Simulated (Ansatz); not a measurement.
# GeNO (doublet): from a generated start to a stationary point

Aim: relax a generated start of GeNO (doublet) and see which bonds hold.

The runs use Ansatz 0.2.0, Gaussian basis; UKS PBE0/def2-TZVP.

**1. Starting geometry**

3 atoms, charge 0, spin multiplicity 2.

Atoms are counted from 1 here; the program's logs count them from 0.

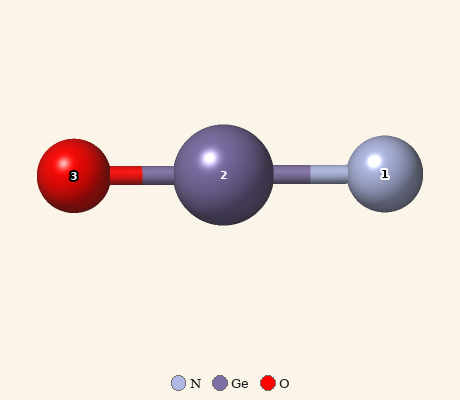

The starting geometry (nitrogen light blue, germanium purple, oxygen red); atoms are numbered from 1 in the order of the file.

Geometry (Å):

```xyz
3

N     0.0000    0.0000   -1.6574
Ge    0.0000    0.0000    0.0412
O     0.0000    0.0000    1.6161
```

The start was built by rule and, where that kept it together, relaxed with GFN2-xTB. Sticks and bond lists go by distance. No spin-orbit coupling is included. 

**2. Relaxation**

The input, in.yaml:

```yaml
crystal:
  periodic: [false, false, false]
  atoms:
    - {symbol: N, position_ang: [0.000000, 0.000000, -1.657364]}
    - {symbol: Ge, position_ang: [0.000000, 0.000000, 0.041230]}
    - {symbol: O, position_ang: [0.000000, 0.000000, 1.616134]}
basis:
  gaussian: {orbitals: def2-TZVP}
magnetization: {spin_polarized: true, initial_magnetization: 1}
hamiltonian: {xc: pbe0}
relax: {f_tol: 0.004, max_steps: 80}
```

Launch:

```console
$ ansatz run in.yaml --threads 1 --pin off --events-out ev --progress --plain --max-ram 2176MiB
```

Before running it: what results should come out? Wanted: energy gained; shift from the start; total energy; dipole moment; ⟨S²⟩.

**Answer**, as computed:

| quantity | value |
| --- | --- |
| steps | 4 |
| energy gained | 0.061 eV |
| shift from the start (rms) | 0.029 Å |
| total energy | -60041.4781 eV |
| dipole moment | 0.36 D |
| ⟨S²⟩ | 0.762 |

**Reading.** The bonds of the start are those of the end. Ge2–O3 went from 1.575 to 1.617 Å. No vibrations were run, so this is a stationary point, not a proven minimum, and this spin need not be the ground state's.
